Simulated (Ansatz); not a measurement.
**AlOs (Pm-3m): from the cell to its phonons**

Aim: the phonons of AlOs (Pm-3m) at a cell relaxed beforehand at this level. After the zone centre comes a 4×4×4 q mesh on a 16×16×16 k mesh.

Program: Ansatz 0.2.0. Level of theory: DFT PBEsol, scalar-relativistic, plane waves, PAW; PAW set soft_1. Results are calculated unless marked as measured.

**1. Starting point**

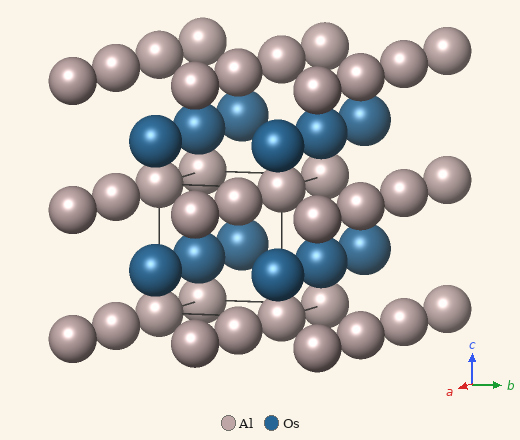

The starting structure, seen slightly off an axis (aluminium light grey, osmium blue). 3×2×2 cells are drawn. Some periodic images of atoms are drawn too.

**2. Modes at Γ**

The cell comes from relaxations at this level that are not shown. The zone centre comes first: it holds the modes that light can see, as far as symmetry allows. No field response is asked, since the mesh shows no gap.

File input.yaml:

```yaml
crystal:
  lattice:
    - [2.9926248293, 0.0, 0.0]
    - [0.0, 2.9926248293, 0.0]
    - [0.0, 0.0, 2.9926248293]
  atoms:
    - { symbol: Al, position: [0.0, 0.0, 0.0] }
    - { symbol: Os, position: [0.5, 0.5, 0.5] }
kpoints:
  mp_grid: { grid: [16, 16, 16] }
hamiltonian:
  xc: pbesol
  pseudopotentials: { kind: paw, azcp: { folder: soft_1 }, xc_functional: pbe }
scf:
  occupations: { method: methfessel_paxton, width: 0.2 }
output:
  eigenvalues: true
phonons:
  method: dfpt
```

Run with:

```bash
$ ansatz run input.yaml --threads 4 --pin off --max-ram 10240MiB --backend cpu --events-out ev --progress --plain --runs-dir out
```

Numbers of over 12 decimals in the logs are rounded to 6 here.

The log of the run:

```text
Engine: ansatz 0.2.0, aarch64-unknown-linux-gnu
Pseudopotentials: kind: paw
Pseudopotential: Al, paw, valence charge 3, recommended cutoff 420 eV (normal), soft_1/Al.paw.azcp
Pseudopotential: Os, paw, valence charge 16, recommended cutoff 420 eV (normal), soft_1/Os.paw.azcp
Functional definition: PBEsol
  exchange = pbesol_x
  correlation = pbesol_c
Crystal: 2 atoms, lattice volume = 26.801 Å³
Basis set: ecut = 420 eV, 515 PW (Γ), exchange–correlation on 48×48×48 points (8 copies of the dense FFT grid, shifted against one another)
Bands: 14, of which v1, the nominal top of the filled ones, is band 10 counted from 1 (9 counted from 0)
Symmetry: 48 space group operations
k-points: 405 of 4096 (irreducible under 8 space group operations, time reversal used)
Non-local potential: Al, projectors of the file, l = 0: 2, l = 1: 2, l = 2: 1
Non-local potential: Os, projectors of the file, l = 0: 3, l = 1: 2, l = 2: 2, l = 3: 1
PAW form: soft (Blöchl's): semilocal exchange-correlation on the pseudo side does not see the compensation charge
PAW frozen core: Al, regenerated for the run's functional, and the local potential with it (the file was generated under x = pbe(κ = 0.804, μ = 0.219515), c = pbe(β = 0.066725))
PAW frozen core: Os, regenerated for the run's functional, and the local potential with it (the file was generated under x = pbe(κ = 0.804, μ = 0.219515), c = pbe(β = 0.066725))
PAW one-centre angular grid: Al, 110 points (default); XC on 64 Gauss nodes
PAW one-centre angular grid: Os, 590 points (default); XC on 64 Gauss nodes
Initial density: superposition of atomic densities (chi_scale 0.1, normalization cell, long waves kept (reshape's long-wave potential 0.00 eV rms))
Initial wavefunctions: pseudopotential atomic-orbital guess
Functional: x = pbesol(κ = 0.804, μ = 0.123457), c = pbesol(β = 0.046)
SCF iter   1: F=—  HF=-11777.777956 eV  |F-HF|=—  |Δ(HF+E_count)|=         —  Δρ=4.86e-2  dr2=4.63e-1  ethr=3.10e-3  ⟨swp⟩=4.4  Hψ=26233  notcnv=0
preconditioner: auto → none  [metal: Δε(μ)=0.012 eV  Ē_g=9.426 eV  σ=0.200 eV  W_gap=0.05  n_scr=6 (ndim 8)  ℏωp=23.8 eV  f_vac=0.000  D(μ)=1.33/eV (n_scr^D=18)  sad-step TF]
SCF iter   2: F=—  HF=-11777.653045 eV  |F-HF|=—  |Δ(HF+E_count)|=   1.25e-1  S|Δr|=    0.00e0  Δρ=2.85e-2  dr2=1.57e-1  ethr=2.44e-3  ⟨swp⟩=1.7  Hψ=9241  notcnv=0  defer=2
SCF iter   3: F=—  HF=-11777.581067 eV  |F-HF|=—  |Δ(HF+E_count)|=   7.20e-2  S|Δr|=    0.00e0  Δρ=1.80e-3  dr2=6.43e-4  ethr=8.27e-4  ⟨swp⟩=2.5  Hψ=8367  notcnv=0  defer=2
SCF iter   4: F=—  HF=-11777.580786 eV  |F-HF|=—  |Δ(HF+E_count)|=   2.80e-4  S|Δr|=    0.00e0  Δρ=2.81e-4  dr2=1.16e-5  ethr=3.38e-6  ⟨swp⟩=2.1  Hψ=7483  notcnv=0  defer=2
SCF iter   5: F=—  HF=-11777.580782 eV  |F-HF|=—  |Δ(HF+E_count)|=   3.98e-6  S|Δr|=    0.00e0  Δρ=2.80e-5  dr2=1.51e-7  ethr=6.12e-8  ⟨swp⟩=2.2  Hψ=7330  notcnv=0  defer=2
SCF iter   6: F=—  HF=-11777.580786 eV  |F-HF|=—  |Δ(HF+E_count)|=   3.52e-6  S|Δr|=    0.00e0  Δρ=3.42e-6  dr2=3.43e-9  ethr=7.95e-10  ⟨swp⟩=2.0  Hψ=9117  notcnv=0  defer=2
SCF iter   7: F=—  HF=-11777.580786 eV  |F-HF|=—  |Δ(HF+E_count)|=  7.75e-10  S|Δr|=    0.00e0  Δρ=4.24e-7  dr2=4.68e-11  ethr=1.81e-11  ⟨swp⟩=2.3  Hψ=7795  notcnv=0  defer=2
SCF iter   8: F=-11777.580786 eV  HF=-11777.580786 eV  |F-HF|=3.64e-12  |Δ(HF+E_count)|=  1.09e-11  S|Δr|=    0.00e0  Δρ=2.76e-8  dr2=1.07e-13  ethr=1.00e-12  ⟨swp⟩=5.4  Hψ=21626  notcnv=0
SCF 1 converged in 8 iterations: F = -11777.580786 eV  dr2 = 1.07e-13
  greatest PAW one-centre occupation: 1.000 electrons in one spin orbital (limit 2), on the Os atom at site 1 (counted from 0), in its partial waves of l = 0
DFPT response loops at Γ: preconditioner auto → Kerker (q_TF=auto, 2.576 Å⁻¹) (partly filled bands, converged f_vac=0.000); β = 1.00, the filter's whole step (`scf.mixing.beta` (0.50) is not read by the response loops under this deck's `scf.mixing.preconditioner`; to damp them name `kerker` or `kerker_dos`, under which they read `scf.mixing.beta`, and type it under 1.00, their step now; both keys bind the ground state too); Broyden in place of MSR1
SCF converged after 8 iterations
Stability not checked: this state was not tested for a lower state beside it, because cold or Methfessel-Paxton smearing, or corrected tetrahedra, fill the levels in a way that the test cannot read (fill_not_monotonic; see scf.lower_state_search)
Free energy (F): -11777.580786 eV
Harris-Foulkes:  -11777.580786 eV  (|F-HF|=3.64e-12)
Internal energy: -11777.581583 eV  (E = F + TS)
E sigma→0 (E₀):  -11777.580985 eV
Entropy (-TS):   0.000797 eV (0.398 meV/atom)
Fermi energy:    17.567579 eV
--- Per-component energies (eV) ---
  E_band       = -141.772184
  E_kinetic    = 520.560519
  E_local      = -1402.974781  (includes V_loc(G=0)·N_el)
  E_nonlocal   = 211.167480
  E_hartree    = 532.146559
  E_xc         = -271.880453
  E_vxc        = -277.763286  (∫ρ·V_xc dr)
  E_paw        = -9372.727868  (= ΣΔE_a)
  E_vpaw       = -257.055716  (= ΣTr[D̂ρ^β])
  E_aug_tail   = 0.000469  (compensation charges beyond the density's cutoff)
  E_ewald      = -1994.140645
  E_core_change = 0.267137  (= ΣΔE_core)
  E_smearing   = 0.000797  (= −TS)
  E_closure    = -0.000000  (closes the sum)
  Σ components = -11777.580786   (vs F -11777.580786, Δ=0.00e0)
--- Band table (eV; the first three rows and the last of 405) ---
  k-point 0: bands = [... 6 lower, 13.3398, 17.9907, 17.9907, 17.9907, 23.1456, 23.1456, 23.1456, 29.0769]
  k-point 1: bands = [... 6 lower, 13.3727, 17.8559, 17.8559, 18.0032, 22.7886, 23.3331, 23.3331, 28.8081]
  k-point 2: bands = [... 6 lower, 13.4553, 17.5120, 17.5120, 18.0391, 21.9748, 23.8347, 23.8347, 28.1293]
  k-point 404: bands = [... 6 lower, 12.2922, 19.7715, 19.8990, 19.8990, 21.0755, 21.0755, 21.0755, 26.2415]
--- Phonons (Γ-DFPT): 2 representative perturbations + reference, on 405 of 4096 k-points (Σ response iterations 5) ---
  k mesh reduced under 8 symmetry operations, with k and −k counted as one. Each operation leaves every solved perturbation unchanged. A smaller set is not used because it would not reduce the number of displacements times k-points to solve
  ASR residual: 3.450e-5 → 0.000e0 eV/Å²; symmetrization residual: 5.579e-6 eV/Å²
  ASR residual per site (eV/Å²): 2.18e-5 3.45e-5
  Γ frequencies (cm⁻¹): 0.00 0.00 0.00 327.61 327.61 327.61
  non-analytic LO–TO correction: not included (Born effective charges unavailable; polar crystals: no LO–TO splitting at Γ)
```

The job ended after 11 s (4 threads of Arm Neoverse V1, shared host; peak memory 0.68 GiB; 39 s of CPU time).

Numbers from this step:

```yaml
volume_per_atom: 13.40 Å³
gap_on_the_k_mesh: 0 eV
sum_rule_residual_before_enforcement: 3.45e-5 eV/Å²
point_group: m-3m
highest_optical_mode_at_the_zone_centre_no_lo_to_term: 327.6 cm⁻¹
lowest_optical_zone_centre_mode: 327.6 cm⁻¹
```

Patterns of degenerate modes are one choice out of their space. The modes at Γ (shares of kinetic energy by element, %):

| mode | frequency (cm⁻¹) | symmetry | Al % | Os % |
| --- | --- | --- | --- | --- |
| 1 | 0.0 | acoustic | 12 | 88 |
| 2 | 0.0 | acoustic | 12 | 88 |
| 3 | 0.0 | acoustic | 12 | 88 |
| 4 | 327.6 | T1u | 88 | 12 |
| 5 | 327.6 | T1u | 88 | 12 |
| 6 | 327.6 | T1u | 88 | 12 |

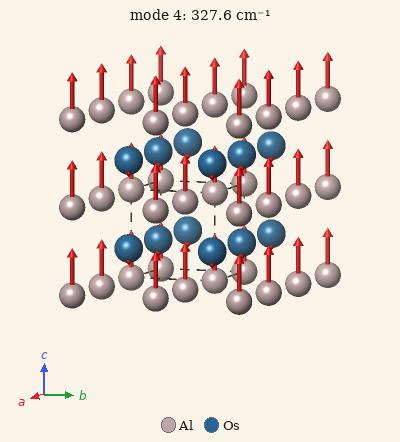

Displacement patterns of mode 4 at Γ; arrows are exaggerated. 3×2×2 cells are drawn. Some periodic images of atoms are drawn too.

Before it was imposed, the acoustic sum rule was missed by 3.5e-5 eV/Å². Small misses are needed for a sound result but don't prove that mesh and cutoff are converged. The lowest optical mode is real, 328 cm⁻¹.

**3. The dispersion**

Stability and thermal properties need the whole zone. Linear response on a 4×4×4 q mesh gives force constants as far as a supercell of that size would.

Edit input.yaml of step 2 so:

```diff
@@ -19 +19,8 @@
   method: dfpt
+  qmesh: [4, 4, 4]
+  temperatures: { t_max: 1000, t_step: 50 }
+  qpath:
+    path:
+      - [[0.0, 0.0, 0.0], [0.0, 0.5, 0.0], [0.5, 0.5, 0.0], [0.0, 0.0, 0.0], [0.5, 0.5, 0.5], [0.0, 0.5, 0.0]]
+      - [[0.5, 0.5, 0.5], [0.5, 0.5, 0.0]]
+    npoints: 10
```

The log of the run:

```text
[...]
Crystal: 2 atoms, lattice volume = 26.801 Å³
Basis set: ecut = 420 eV, 515 PW (Γ), exchange–correlation on 48×48×48 points (8 copies of the dense FFT grid, shifted against one another)
Bands: 14, of which v1, the nominal top of the filled ones, is band 10 counted from 1 (9 counted from 0)
Symmetry: 48 space group operations
k-points: 165 of 4096
[...]
SCF iter   1: F=—  HF=-11777.777975 eV  |F-HF|=—  |Δ(HF+E_count)|=         —  Δρ=4.86e-2  dr2=4.63e-1  ethr=3.10e-3  ⟨swp⟩=4.4  Hψ=10748  notcnv=0
[...]
SCF iter   8: F=-11777.580786 eV  HF=-11777.580786 eV  |F-HF|=0.00e0  |Δ(HF+E_count)|=  1.09e-11  S|Δr|=    0.00e0  Δρ=2.80e-8  dr2=1.15e-13  ethr=1.00e-12  ⟨swp⟩=5.4  Hψ=8830  notcnv=0
SCF 1 converged in 8 iterations: F = -11777.580786 eV  dr2 = 1.15e-13
[...]
phonons: the bands overlap, so this run is a metal and interpolates without the dipole-dipole term. If the crystal is really an insulator or semiconductor, its LO-TO splitting is missing
NSCF: frozen V_eff on 165 k-points
[...]
DFPT response loops at q = (0, 0, 0) (fractional): preconditioner auto → Kerker (q_TF=auto, 2.576 Å⁻¹) (partly filled bands, converged f_vac=0.000); β = 1.00, the filter's whole step (`scf.mixing.beta` (0.50) is not read by the response loops under this deck's `scf.mixing.preconditioner`; to damp them name `kerker` or `kerker_dos`, under which they read `scf.mixing.beta`, and type it under 1.00, their step now; both keys bind the ground state too); Broyden in place of MSR1
[...]
SCF converged after 8 iterations
[...]
Free energy (F): -11777.580786 eV
[...]
Internal energy: -11777.581583 eV  (E = F + TS)
E sigma→0 (E₀):  -11777.580985 eV
Entropy (-TS):   0.000797 eV (0.398 meV/atom)
Fermi energy:    17.567579 eV
[...]
--- Band table (eV; the first three rows and the last of 165) ---
  k-point 0: bands = [... 6 lower, 13.3398, 17.9907, 17.9907, 17.9907, 23.1456, 23.1456, 23.1456, 29.0769]
  k-point 1: bands = [... 6 lower, 13.3727, 17.8559, 17.8559, 18.0032, 22.7886, 23.3331, 23.3331, 28.8081]
  k-point 2: bands = [... 6 lower, 13.4553, 17.5120, 17.5120, 18.0391, 21.9748, 23.8347, 23.8347, 28.1293]
  k-point 164: bands = [... 6 lower, 12.2922, 19.7715, 19.8990, 19.8990, 21.0755, 21.0755, 21.0755, 26.2415]
--- Phonons (Γ-DFPT): 2 representative perturbations + reference (Σ response iterations 5) ---
  ASR residual: 2.620e-5 → 0.000e0 eV/Å²; symmetrization residual: 5.092e-6 eV/Å²
  ASR residual per site (eV/Å²): 1.22e-5 2.62e-5
  Γ frequencies (cm⁻¹): 0.00 0.00 0.00 327.61 327.61 327.61
--- Phonons (arbitrary-q DFPT): 10 irreducible q on the 4×4×4 mesh ---
  q = [0.0000, 0.0000, 0.0000] (star 1, of the zone-centre solve; hermiticity 1.09e-6, symmetrization 1.33e-13): 0.00 0.00 0.00 327.61 327.61 327.61
  q = [0.0000, 0.0000, 0.2500] (star 6, 4 solved perturbations in 4032 linear systems a pass and spin channel, the states on 1296 of 4096 k-point pairs; hermiticity 5.99e-7, symmetrization 1.62e-13): 89.88 89.88 117.12 321.45 321.45 336.52
[...]
q = [0.0000, 0.2500, -0.5000] (star 12, 6 solved perturbations on 1296 of 4096 k-point pairs; hermiticity 8.68e-8, symmetrization 3.45e-15): 98.22 123.49 149.14 309.52 340.46 366.31
[...]
sum rule: each row above includes the acoustic sum rule's correction from the zone centre's row sums; it moved no ω² by more than (0.35 cm⁻¹)²
  mesh force constants: q→R imaginary residual 3.18e-18; ASR residual 2.620e-5 → 0.000e0 eV/Å²; symmetrization residual 7.105e-15 eV/Å²
  interpolated dispersion: 62 rows × 6 modes
  density of states and harmonic sums: on the 24×24×24 q-mesh, interpolated from the force constants of a 4×4×4 supercell (no non-analytic term)
  largest difference from the sums on the solved wave vectors: F 1.21e-2 eV, S 1.62e-5 and C_V 4.02e-6 eV/K
  zero-point energy: 0.084372 eV/cell   skipped modes (ω ≤ 0): 3   left out of the sums: 3.62e-5 of the cell's modes: C_V's classical limit lies that fraction below 3 k_B per atom; for a crystal, a wire or a layer, F and S can be off by more, and a phonons.interpolated_qmesh denser along its periods is the remedy for the sampling
```

Elapsed: 5.8 min, on 4 threads; peak memory 2.1 GiB; 22 min of CPU time.

Numbers from this step:

- sum-rule residual before enforcement: 2.62e-5 eV/Å²
- lowest frequency on the path: 0 cm⁻¹
- highest frequency on the path or at a solved wavevector: 366.9 cm⁻¹
- mean frequency: 226.8 cm⁻¹
- Debye temperature (second moment): 471 K
- logarithmic mean frequency: 194.2 cm⁻¹
- lowest mode on the q mesh (acoustic modes at Γ apart): 63.83 cm⁻¹
- zero-point energy per atom: 42.19 meV
- heat capacity at 300 K: 22.2 J/(mol atoms K)
- vibrational entropy at 300 K: 28.17 J/(mol atoms K)
- edges of the widest gap between branches, on path and mesh: 167.9, 301.6 cm⁻¹

Frequencies (cm⁻¹) solved at each irreducible wavevector; negative means imaginary. Frequencies by wavevector, by row:

```
q in reciprocal lattice units  star  mode 1  mode 2  mode 3  mode 4  mode 5  mode 6
                        0 0 0     1       0       0       0   327.6   327.6   327.6
                     0 0 0.25     6    89.9    89.9   117.1   321.4   321.4   336.5
                     0 0 -0.5     3     135     135   162.9   314.2   314.2   366.2
                  0 0.25 0.25    12    63.8   117.6   137.7   316.6   338.7   340.4
                  0 0.25 -0.5    12    98.2   123.5   149.1   309.5   340.5   366.3
                  0 -0.5 -0.5     3    66.1    66.1   167.9   301.6   362.3   362.3
               0.25 0.25 0.25     8   104.6   104.6   138.4   337.8   337.8   338.1
               0.25 0.25 -0.5    12   115.9   116.9   133.9   333.9   337.1   362.9
               0.25 -0.5 -0.5     6   108.6   108.6   149.9   331.9     362     362
               -0.5 -0.5 -0.5     1   128.3   128.3   128.3   356.9   356.9   356.9
```

Interpolated from a 4×4×4 q mesh. Phonon branches along the path, in cm⁻¹:

| point | branch 1 | branch 2 | branch 3 | branch 4 | branch 5 | branch 6 |
| --- | --- | --- | --- | --- | --- | --- |
| Γ | 0 | 0 | 0 | 328 | 328 | 328 |
| X | 135 | 135 | 163 | 314 | 314 | 366 |
| M | 66 | 66 | 168 | 302 | 362 | 362 |
| Γ | 0 | 0 | 0 | 328 | 328 | 328 |
| R | 128 | 128 | 128 | 357 | 357 | 357 |
| X | 135 | 135 | 163 | 314 | 314 | 366 |
| jump to R | 128 | 128 | 128 | 357 | 357 | 357 |
| M | 66 | 66 | 168 | 302 | 362 | 362 |

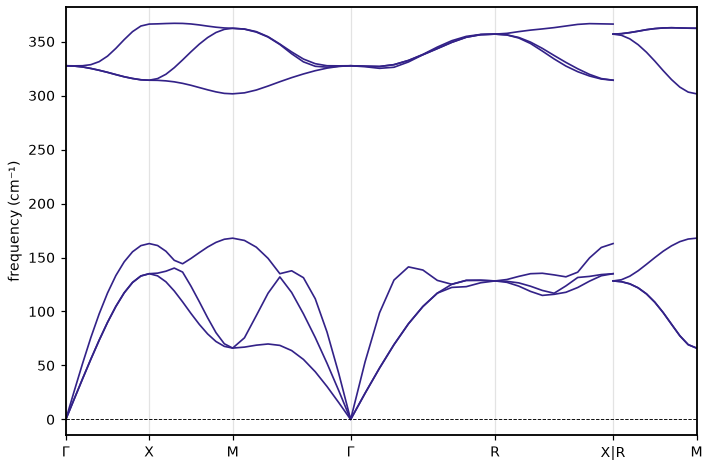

Phonon branches along the path.

(Part 1 of 2 ends here.)

[Logs are printed without paths, hosts, clocks, repeated set-up lines and the standing remarks that a program may print on its own settings, such as how far it seeks lower states.]

[Hosts, paths, dates, database ids (printed as entryN), source tags and the programs' standing remarks are cut or masked in the printed files.]
